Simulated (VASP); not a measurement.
Band structure of Re (space group P6_3/mmc). All values below come from PBE GGA, VASP's PBE PAW potentials (set 64) (plane waves; VASP).

Unless said otherwise, spin-orbit coupling is left out, though it shifts the bands of the heavy elements here.

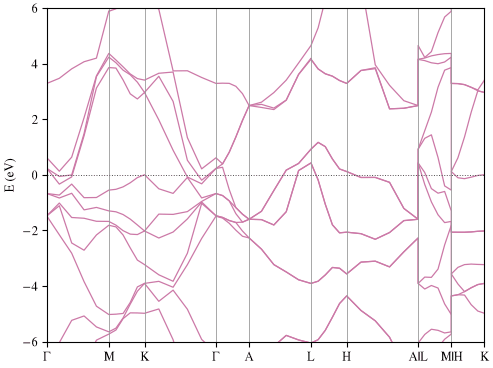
Figure. Bands along high-symmetry lines, zero at the valence-band maximum or, without a gap, the Fermi level

**Question.** Read the plot: is there a gap, and where are the band edges?

**Answer.** It has no gap at this level: it comes out as a metal or semimetal.

The structure is a typed Re crystal (P6_3/mmc). The cell was not relaxed at this level.
